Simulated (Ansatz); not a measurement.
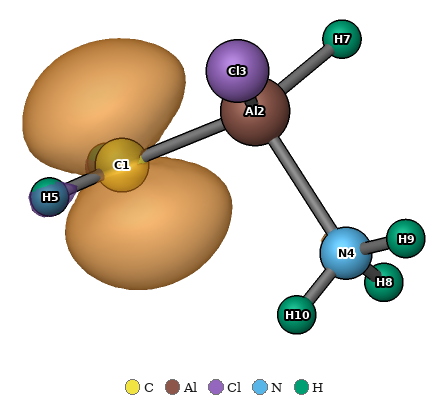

Figure. CH$_{6}$AlClN (doublet). Isosurfaces of the spin density (α minus β) at +0.03 (orange) and −0.03 e/Å³ (purple), seen at a tilt.

Geometry: B3LYP-D3(BJ)/def2-SVP.

These are results of isolated molecule in a Gaussian basis; Kohn-Sham density functional theory, functional PBE0 (Ansatz 0.2.0), not measurements.

```yaml
atoms:
  - { symbol: C, position_ang: [-3.7042, 2.0385, -1.3529] }
  - { symbol: Al, position_ang: [-1.7732, 1.9955, -1.5833] }
  - { symbol: Cl, position_ang: [-0.7339, 3.8022, -0.9936] }
  - { symbol: N, position_ang: [-1.1291, 0.8695, 0.0279] }
  - { symbol: H, position_ang: [-4.2339, 2.7641, -0.7172] }
  - { symbol: H, position_ang: [-4.4131, 1.3952, -1.8957] }
  - { symbol: H, position_ang: [-1.1223, 1.1806, -2.7833] }
  - { symbol: H, position_ang: [-1.2802, -0.1360, -0.0875] }
  - { symbol: H, position_ang: [-0.1278, 1.0235, 0.1767] }
  - { symbol: H, position_ang: [-1.6099, 1.1596, 0.8837] }
```

> Describe the spin distribution.

The unpaired spin (1 electron) lies mostly on C1 (about 0.8) and Al2 (about 0.1), in electrons by Hirshfeld's partition.
